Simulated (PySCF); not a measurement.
C₂H₃F₃O···C₆H₆ (SMILES OCC(F)(F)F.c1ccccc1)

```yaml
atoms:
  - { symbol: O, position_ang: [1.2124, -0.3547, 0.2042] }
  - { symbol: C, position_ang: [0.1183, 0.4912, 0.3485] }
  - { symbol: C, position_ang: [-1.1874, -0.1762, -0.1002] }
  - { symbol: F, position_ang: [-1.2757, -0.3294, -1.4241] }
  - { symbol: F, position_ang: [-1.3292, -1.3973, 0.4389] }
  - { symbol: F, position_ang: [-2.2561, 0.5405, 0.2814] }
  - { symbol: H, position_ang: [1.1481, -1.0860, 0.8360] }
  - { symbol: H, position_ang: [-0.0247, 0.8220, 1.3867] }
  - { symbol: H, position_ang: [0.2923, 1.3593, -0.2923] }
  - { symbol: C, position_ang: [1.5668, -1.0482, 3.2996] }
  - { symbol: C, position_ang: [1.2904, 0.2292, 3.7602] }
  - { symbol: C, position_ang: [-0.0139, 0.5898, 4.0587] }
  - { symbol: C, position_ang: [-1.0415, -0.3270, 3.9020] }
  - { symbol: C, position_ang: [-0.7652, -1.6048, 3.4450] }
  - { symbol: C, position_ang: [0.5379, -1.9643, 3.1407] }
  - { symbol: H, position_ang: [2.5842, -1.3306, 3.0710] }
  - { symbol: H, position_ang: [2.0914, 0.9423, 3.8884] }
  - { symbol: H, position_ang: [-0.2283, 1.5859, 4.4177] }
  - { symbol: H, position_ang: [-2.0580, -0.0463, 4.1352] }
  - { symbol: H, position_ang: [-1.5648, -2.3193, 3.3234] }
  - { symbol: H, position_ang: [0.7523, -2.9626, 2.7872] }
```

Geometry: GFN2-xTB.

Level of theory: PySCF 2.14.0, PBE0-D3(BJ)/def2-SVP, SCF density, gas phase.

Q: What can the converged electron density and electron localisation function tell about the bonding?

A: C–C (1.38 Å): ρ is about 2.1 e/Å³ halfway; the ELF peaks at about 0.95 between the atoms (localised, covalent bonding).

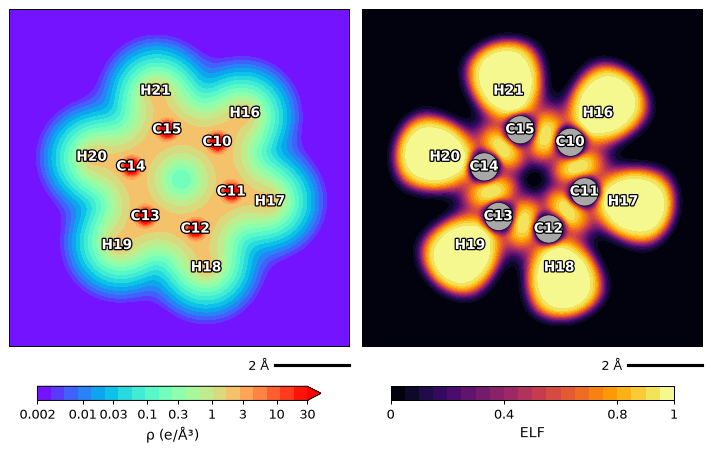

Computed electron density and electron localisation function on the plane of atoms C10, C15 and H21, in this order. Grey discs cover the atomic cores in the ELF map. 
